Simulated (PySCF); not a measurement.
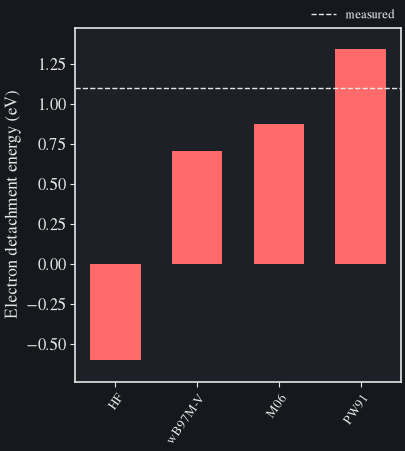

The electron detachment energy of Os⁻ ([Xe] 4f¹⁴ 5d⁷ 6s² → [Xe] 4f¹⁴ 5d⁶ 6s²) across levels of theory. PySCF, x2c-TZVPPall plus 1 diffuse shell for each l, spin-free X2C-1e, unrestricted single determinants, no spin-orbit coupling.

**How do the methods compare?**

The values run from −0.60 eV (HF) to 1.34 eV (PW91). The measured value is 1.10 eV; nearest to it come M06 (−0.22) and PW91 (+0.24), furthest HF (−1.70 eV).

```tsv
Method	Electron detachment energy (eV)
HF	−0.60
M06	0.88
wB97M-V	0.70
PW91	1.34
```

Known limits: highest occupied orbital is unbound; spin-orbit shift not estimated.
